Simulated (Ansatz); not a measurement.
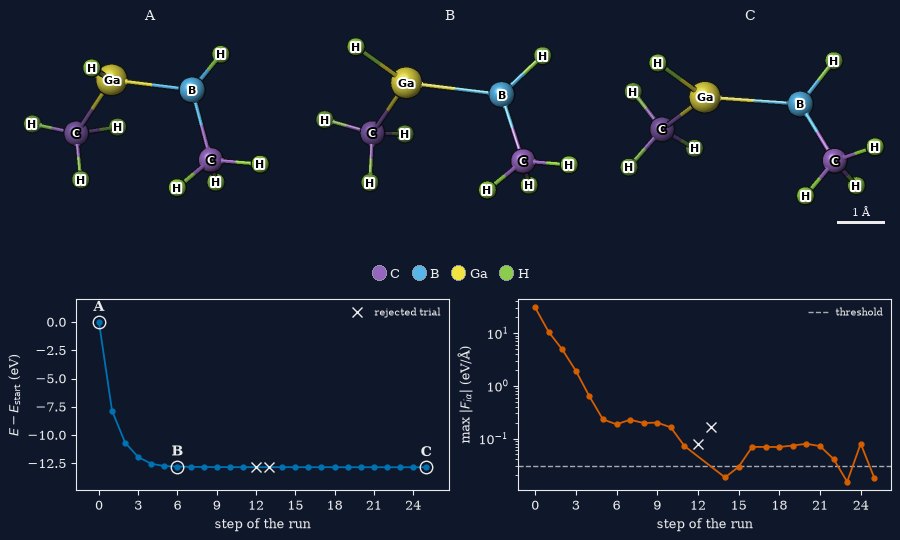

Frames of a relaxation of C2H8BGa (coarse preliminary run), marked on the history of the run. The picture is a ball-and-stick view, seen at a tilt.

The start comes from a force field.

Computed with Ansatz, RKS PBE-D4/def2-SVP.

Input
```yaml
crystal:
  periodic: [false, false, false]
  atoms:
    - {symbol: C, position_ang: [-1.112400, 1.269900, -0.278100]}
    - {symbol: B, position_ang: [-0.874300, 0.548900, 1.067700]}
    - {symbol: Ga, position_ang: [0.687700, -0.568800, 0.979000]}
    - {symbol: C, position_ang: [1.390800, -1.270200, -0.500000]}
    - {symbol: H, position_ang: [-1.306800, 0.569400, -1.122500]}
    - {symbol: H, position_ang: [-2.075500, 1.949000, -0.181300]}
    - {symbol: H, position_ang: [-0.272400, 1.970800, -0.532600]}
    - {symbol: H, position_ang: [-1.626700, -0.189200, 1.496800]}
    - {symbol: H, position_ang: [1.181100, -0.045700, 1.536000]}
    - {symbol: H, position_ang: [1.446900, -0.479100, -1.230500]}
    - {symbol: H, position_ang: [0.407600, -1.882000, -0.721700]}
    - {symbol: H, position_ang: [2.231000, -1.928200, -0.478700]}
basis:
  gaussian: {orbitals: def2-SVP}
hamiltonian: {xc: pbe, dispersion: d4}
relax: {f_tol: 0.03, max_steps: 200}
```

Run as
```bash
ansatz run in.yaml --threads 4 --pin off --events-out ev --progress --plain --max-ram 10444MiB
```

Describe the path.

Answer. The energy falls by 12.849 eV in 23 accepted moves (25 points after the start). Largest force component: 31 eV/Å at the start, 0.018 eV/Å at the end. The line search rejected the trial steps at points 12, 13 of the run. The forces were under the threshold at step 14, but the run went on from there. The largest move after the best rigid fit is that of H10, 1.23 Å. By element the largest moves are H 1.23 Å, C 0.60 Å, B 0.45 Å, Ga 0.42 Å. Among the contacts that change: Ga3–H9 0.910 → 1.599 Å, Ga3–C4 1.782 → 1.994 Å, B2–Ga3 1.923 → 2.080 Å, B2–H8 1.138 → 1.227 Å. Among the angles between lasting bonds that change: B2–Ga3–H9 94.5° → 121.0°, Ga3–C4–H11 91.8° → 114.0°, Ga3–B2–H8 100.2° → 117.2°. From step 0 to 6: H9 moves most (0.93 Å), energy −12.790 eV. From step 6 to 25: H10 moves most (0.95 Å), energy −0.059 eV.

```
step  E − E(0), eV  largest force component, eV/Å      note
   0        0.0000                        30.7687          
   1       -7.8502                        10.5479          
   2      -10.6739                         4.9066          
   3      -11.9487                         1.9360          
   4      -12.5410                         0.6342          
   5      -12.7484                         0.2305          
   6      -12.7904                         0.1863          
   7      -12.8138                         0.2274          
   8      -12.8275                         0.1970          
   9      -12.8364                         0.2006          
  10      -12.8402                         0.1631          
  11      -12.8429                         0.0724          
  12      -12.8425                         0.0797  rejected
  13      -12.8395                         0.1644  rejected
  14      -12.8440                         0.0183          
  15      -12.8446                         0.0291          
  16      -12.8451                         0.0694          
  17      -12.8457                         0.0692          
  18      -12.8465                         0.0691          
  19      -12.8468                         0.0737          
  20      -12.8473                         0.0795          
  21      -12.8476                         0.0718          
  22      -12.8482                         0.0409          
  23      -12.8485                         0.0151          
  24      -12.8486                         0.0799          
  25      -12.8489                         0.0179
```
